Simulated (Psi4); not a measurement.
**AlH (SMILES [AlH]): levels of theory compared**

Aim: a comparison of 6 runs (B3LYP/6-31G*, PBE0/def2-SVP, PBE/def2-TZVP, MP3/pcseg-3, CISD/cc-pVQZ, CCSD(T)/aug-pcseg-1) of AlH. 

The results are computed with Psi4 1.11.

10 further runs of the same task are left out: 4 that didn't finish, 6 set aside as unsound or not needed.

## Step 1: The structure to begin with

AlH: 2 atoms, total charge 0, spin state singlet. As SMILES, `[AlH]`. The shape comes from GFN2-xTB, which is rough for such elements, and wasn't checked as a minimum.

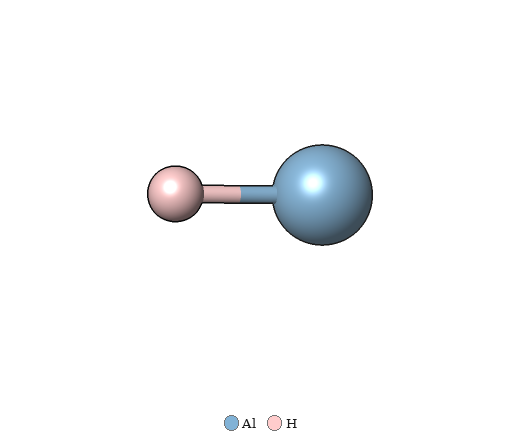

The structure, seen from a chosen angle (aluminium light blue, hydrogen pink).

## Step 2: Energy and forces at B3LYP/6-31G(d) (spherical functions) (run 1)

Contents of job.in:

```
memory 1600 mb

molecule mol {
  0 1
  Al     0.000000     0.000000     0.000000
  H      0.000000     0.000000     1.613470
  symmetry c1
  no_reorient
  no_com
}

set basis 6-31G*
set puream true
set e_convergence 1e-09
set d_convergence 1e-08
set scf_type pk
set dft_radial_points 99
set dft_spherical_points 590

e_tot, wfn = gradient('b3lyp', return_wfn=True)
oeprop(wfn, 'WIBERG_LOWDIN_INDICES', 'QUADRUPOLE', 'DIPOLE', title='B3LYP')
```

Command:

```sh
$ psi4 job.in job.out -n 1
```

job.out:

```text
[...]
  Running in c1 symmetry.
[...]
  Nuclear repulsion =    4.263670064339592
[...]
  Multiplicity = 1
[...]
  Nalpha       = 7
  Nbeta        = 7
[...]
    Number of basis functions: 20
[...]
   @RKS iter   1:  -242.96480713339619   -3.48671e-01   6.12854e-03 DIIS/ADIIS
[...]
   @RKS iter   8:  -242.98074116041914   -3.97904e-13   8.31145e-10 DIIS
[...]
    Orbital Energies [Eh]
    ---------------------
    Doubly Occupied:
       1A    -56.047243     2A     -4.140455     3A     -2.694575
       4A     -2.694575     5A     -2.686975     6A     -0.371093
       7A     -0.204784
[...]
  @RKS Final Energy:  -242.98074116041914
   => Energetics <=
    Nuclear Repulsion Energy =              4.2636700643395917
    One-Electron Energy =                -345.8913165189590586
    Two-Electron Energy =                 113.9444365546544304
    DFT Exchange-Correlation Energy =     -15.2975312604541074
    Empirical Dispersion Energy =           0.0000000000000000
    VV10 Nonlocal Energy =                  0.0000000000000000
    Total Energy =                       -242.9807411604191429
[...]
  -Total Gradient:
     Atom            X                  Y                   Z
    ------   -----------------  -----------------  -----------------
       1        0.000000000000     0.000000000000     0.012596596760
       2        0.000000000000     0.000000000000    -0.012596717132
[...]
```

It took 3.6 s on 1 thread of Intel Xeon Platinum 8259CL at 2.50GHz (Skylake/Cascade Lake), shared host; peak memory 0.27 GiB.

## Step 3: Energy and gradient at PBE0/def2-SVP (run 2)

Contents of job.in:

```
memory 1600 MB

molecule m {
  0 1
  Al     0.000000     0.000000     0.000000
  H      0.000000     0.000000     1.613470
  symmetry c1
}

set {
  basis                def2-SVP
  puream               true
  e_convergence        1e-09
  d_convergence        1e-08
  scf_type             pk
  dft_radial_points    99
  dft_spherical_points 590
}

result = gradient("pbe0")
```

Command:

```sh
$ psi4 job.in job.out -n 1
```

job.out:

```text
[...]
  Running in c1 symmetry.
[...]
  Nuclear repulsion =    4.263670064339592
[...]
  Multiplicity = 1
[...]
  Nalpha       = 7
  Nbeta        = 7
[...]
    Number of basis functions: 23
[...]
   @RKS iter   1:  -242.76101845337422   -3.49974e-01   5.02618e-03 DIIS/ADIIS
[...]
   @RKS iter   8:  -242.77386063390401   -2.55795e-13   1.27898e-09 DIIS
[...]
  @RKS Final Energy:  -242.77386063390401
   => Energetics <=
    Nuclear Repulsion Energy =              4.2636700643395917
    One-Electron Energy =                -345.7937129195152011
    Two-Electron Energy =                 112.9826125929801606
    DFT Exchange-Correlation Energy =     -14.2264303717085596
    Empirical Dispersion Energy =           0.0000000000000000
    VV10 Nonlocal Energy =                  0.0000000000000000
    Total Energy =                       -242.7738606339040075
[...]
 Multipole Moments:
 ------------------------------------------------------------------------------------
     Multipole            Electronic (a.u.)      Nuclear  (a.u.)        Total (a.u.)
 ------------------------------------------------------------------------------------
 L = 1.  Multiply by 2.5417464519 to convert [e a0] to [Debye]
 Dipole X            :          0.0000000            0.0000000            0.0000000
 Dipole Y            :          0.0000000            0.0000000            0.0000000
 Dipole Z            :         -1.3921790            1.5119950            0.1198160
 Magnitude           :                                                    0.1198160
[...]
  -Total Gradient:
     Atom            X                  Y                   Z
    ------   -----------------  -----------------  -----------------
       1        0.000000000000     0.000000000000     0.011522953393
       2       -0.000000000000    -0.000000000000    -0.011523004226
[...]
```

Run time: 3.9 s. Hardware: 1 thread of Intel Xeon Platinum 8259CL at 2.50GHz (Skylake/Cascade Lake), shared host; peak memory 0.28 GiB.

## Step 4: A single-point energy at PBE/def2-TZVP (run 3)

Contents of alh.in:

```
memory 1.6 GB

molecule {
  0 1
  Al     0.000000     0.000000     0.000000
  H      0.000000     0.000000     1.613470
  symmetry c1
  no_reorient
  no_com
}

set {
  basis def2-TZVP
  reference rks
  puream true
  e_convergence 1e-09
  d_convergence 1e-08
  scf_type pk
  dft_radial_points 99
  dft_spherical_points 590
}

e = energy("pbe")
print_variables()
```

Command:

```sh
$ psi4 -i alh.in -o alh.out -n 1
```

alh.out:

```text
[...]
  Running in c1 symmetry.
[...]
  Nuclear repulsion =    4.263670064339592
[...]
  Multiplicity = 1
[...]
  Nalpha       = 7
  Nbeta        = 7
[...]
    Number of basis functions: 43
[...]
   @RKS iter   1:  -242.79860088505535   -2.77890e-01   6.44376e-03 ADIIS/DIIS
[...]
   @RKS iter   9:  -242.83689781511140   -1.10845e-12   1.53417e-09 DIIS
[...]
    Orbital Energies [Eh]
    ---------------------
    Doubly Occupied:
       1A    -55.384297     2A     -3.939639     3A     -2.545220
       4A     -2.545220     5A     -2.535338     6A     -0.330240
       7A     -0.178737
[...]
  @RKS Final Energy:  -242.83689781511140
   => Energetics <=
    Nuclear Repulsion Energy =              4.2636700643395917
    One-Electron Energy =                -345.9354393374792380
    Two-Electron Energy =                 117.6394598537553975
    DFT Exchange-Correlation Energy =     -18.8045883957271265
    Empirical Dispersion Energy =           0.0000000000000000
    VV10 Nonlocal Energy =                  0.0000000000000000
    Total Energy =                       -242.8368978151113993
[...]
 Multipole Moments:
 ------------------------------------------------------------------------------------
     Multipole            Electronic (a.u.)      Nuclear  (a.u.)        Total (a.u.)
 ------------------------------------------------------------------------------------
 L = 1.  Multiply by 2.5417464519 to convert [e a0] to [Debye]
 Dipole X            :         -0.0000000            0.0000000           -0.0000000
 Dipole Y            :          0.0000000            0.0000000            0.0000000
 Dipole Z            :         -3.0187551            3.0490164            0.0302613
 Magnitude           :                                                    0.0302613
[...]
```

Run time: 4.2 s. Hardware: 1 thread of Intel Xeon Platinum 8259CL at 2.50GHz (Skylake/Cascade Lake), shared host; peak memory 0.35 GiB.

Runs 4 to 5 aren't shown in full; the table further down has their settings and results.

## Step 5: The energy at CCSD(T)/aug-pcseg-1 (sfX2C, density fitting, density fitting for correlation) (run 6)

Contents of calc.in:

```
memory 1600 mb

molecule {
  Al
  H 1 R2

  R2 = 1.61347
  symmetry c1
}

set {
  scf_type     df
  cc_type      df
  relativistic x2c
}

energy('ccsd(t)/aug-pcseg-1')
```

Command:

```sh
$ psi4 -i calc.in -o calc.out -n 1
```

calc.out:

```text
[...]
  Running in c1 symmetry.
[...]
  Nuclear repulsion =    4.263670064339592
[...]
  Multiplicity = 1
[...]
  Nalpha       = 7
  Nbeta        = 7
[...]
    Number of basis functions: 36
[...]
   @DF-RHF iter   1:  -242.82866375166955   -5.36832e-01   1.49658e-03 ADIIS/DIIS
[...]
   @DF-RHF iter   8:  -242.83181151948651   -3.52429e-12   4.15313e-09 DIIS
[...]
    Orbital Energies [Eh]
    ---------------------
    Doubly Occupied:
       1A    -58.601710     2A     -4.916805     3A     -3.215931
       4A     -3.215931     5A     -3.214199     6A     -0.503633
       7A     -0.286624
[...]
  @DF-RHF Final Energy:  -242.83181151948651
   => Energetics <=
    Nuclear Repulsion Energy =              4.2636700643395917
    One-Electron Energy =                -346.2812968084959380
    Two-Electron Energy =                  99.1858152246698808
    Total Energy =                       -242.8318115194864788
[...]
 Multipole Moments:
 ------------------------------------------------------------------------------------
     Multipole            Electronic (a.u.)      Nuclear  (a.u.)        Total (a.u.)
 ------------------------------------------------------------------------------------
 L = 1.  Multiply by 2.5417464519 to convert [e a0] to [Debye]
 Dipole X            :         -0.0000000            0.0000000           -0.0000000
 Dipole Y            :          0.0000000            0.0000000            0.0000000
 Dipole Z            :         -1.3795656            1.5119950            0.1324294
 Magnitude           :                                                    0.1324294
[...]
      * MP2 total energy:                  -242.888838911814
[...]
      * CCSD total energy:                 -242.908886945134
[...]
      * CCSD(T) total energy                -242.910114762479
[...]
```

Wall time 2.5 s (1 thread of Intel Xeon Platinum 8259CL at 2.50GHz (Skylake/Cascade Lake), shared host); peak memory 0.2 GiB.

## Step 6: All runs side by side

| run | level | task | integrals | energy (Eh) | HOMO energy (eV) | LUMO energy (eV) | HOMO–LUMO gap (eV) | wall time |
| --- | --- | --- | --- | --- | --- | --- | --- | --- |
| 1 | B3LYP/6-31G* (spherical functions) | gradient | pk | -242.980741 | -5.57 | -1.91 | 3.66 | 3.6 s |
| 2 | PBE0/def2-SVP | gradient | pk | -242.773861 | -5.75 | -1.76 | 3.99 | 3.9 s |
| 3 | PBE/def2-TZVP | energy | pk | -242.836898 | -4.86 | -2.52 | 2.35 | 4.2 s |
| 4 | MP3/pcseg-3 (fitted SCF) | energy | df | -242.535849 | -7.83 | 0.52 | 8.35 | 4.2 s |
| 5 | CISD/cc-pVQZ (density fitting) | energy | df | -242.545545 | -7.83 | 0.63 | 8.46 | 8.4 s |
| 6 | CCSD(T)/aug-pcseg-1 (sfX2C, density fitting, density fitting for correlation) | energy | df | -242.910115 | -7.80 | 0.34 | 8.14 | 2.5 s |

## Step 7: What came out

```
                                    quantity          value
                         run 6: total energy  -242.91011 Eh
  run 6: HOMO energy (Hartree–Fock orbitals)       -7.80 eV
  run 6: LUMO energy (Hartree–Fock orbitals)        0.34 eV
run 6: HOMO–LUMO gap (Hartree–Fock orbitals)        8.14 eV
                   run 6: correlation energy      -78.3 mEh
                       run 6: (T) correction      -1.23 mEh
                        run 6: T1 diagnostic          0.008
```

What this shows: Over runs 1, 2, 3 the dipole moment (its size) runs from 0.08 D (PBE/def2-TZVP) to 0.41 D (B3LYP/6-31G*). The two ends differ in method and basis. Over runs 1, 2, 3 the HOMO–LUMO gap runs from 2.35 eV (PBE/def2-TZVP) to 3.99 eV (PBE0/def2-SVP). Totals of different functionals can't be ranked against each other. Some runs of one species differ in core potentials or relativity; totals across that change don't compare. All runs together took 27 s, the longest 8.4 s.
